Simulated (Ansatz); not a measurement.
CH4O···H3Si (doublet)

```csv
atom,x (Å),y (Å),z (Å)
H,-0.4045,1.7936,0.3394
C,0.2147,1.5461,-0.5304
O,-0.1165,0.2862,-1.0780
Si,-0.2706,-1.7051,0.9643
H,0.1274,2.3476,-1.2719
H,1.2536,1.4884,-0.2062
H,-1.0296,0.3091,-1.3746
H,-0.6435,-2.5906,2.1078
H,-0.0926,-2.5244,-0.2609
H,0.9616,-0.9508,1.3105
```

The reactant side of a reaction path; geometry: PBE0-D4/def2-TZVP.

Method: UKS PBE0-D4/def2-TZVPP (Ansatz).

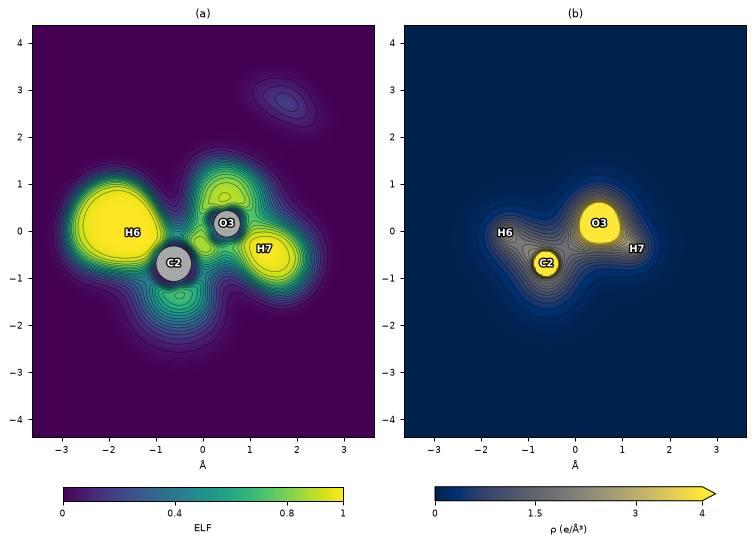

Figure 1. (a) electron localisation function; (b) electron density on the plane of atoms C2, O3 and H7. Grey discs cover the atomic cores in the ELF map.

### What does the map show?

- The plane passes through C, O and H nuclei.
- C–O (1.41 Å): the density is about 2 e/Å³ at the midpoint, with its minimum of 1.8 e/Å³ about 0.5 Å from C; the ELF peaks at about 0.85 between the atoms: a shared but strongly polarised pair.
- O–H (0.96 Å): the density is about 3.9 e/Å³ at the midpoint; the ELF climbs to about 1 towards the hydrogen, as it does in any bond to H; an ordinary covalent bond to hydrogen.
- C–H (1.09 Å): the density is about 2.1 e/Å³ at the midpoint; the ELF climbs to about 1 towards the hydrogen: a covalent bond by its length.
- The ELF also peaks beside O3, away from the bonds: non-bonding electrons, paired or unpaired.

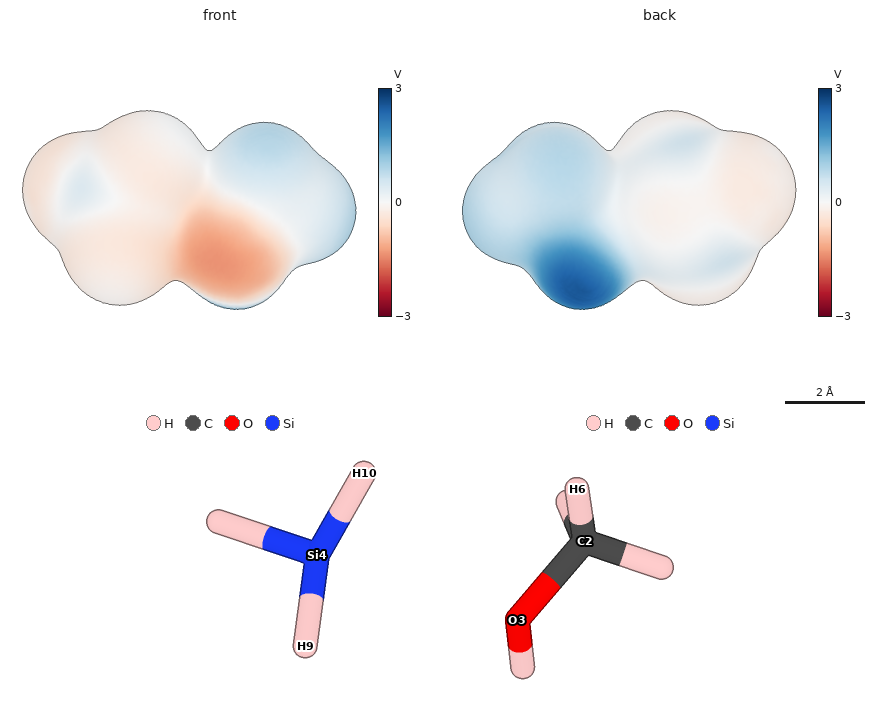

Figure 2. The molecular electrostatic potential painted on the density surface at 0.002 e/bohr³, seen from the front and from behind; the colour scale runs from red (negative) to blue (positive). The bare structure is drawn below in the same view.

### Describe the electrostatic potential map.

The most negative region (about −1.3 V, or −30 kcal/mol for a unit charge) lies over O3, the most positive (about +2.5 V, or +58 kcal/mol for a unit charge) over H7. O3 is the likeliest acceptor of a hydrogen bond.

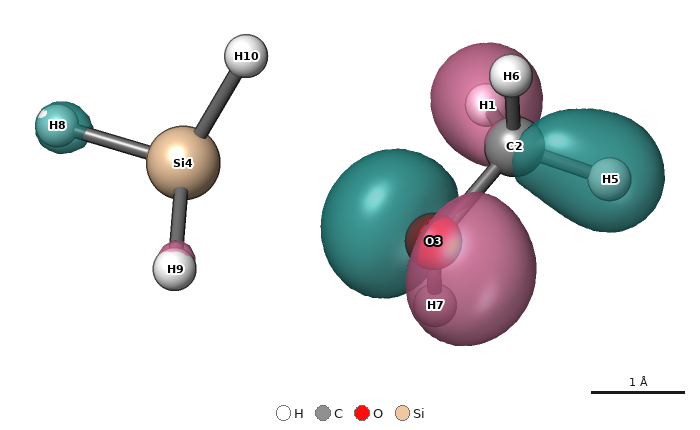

Figure 3. One frontier orbital at ±0.15 Å⁻³ᐟ² (teal and pink are the two phases), seen across its widest extent.

### Which orbital is it: HOMO (β) or LUMO (β)?

The HOMO (β), at −8.29 eV. Its weight (Hirshfeld) is mainly on O3 (about 60 %), C2 (about 15 %), H5 (about 5 %) and H1 (about 5 %).
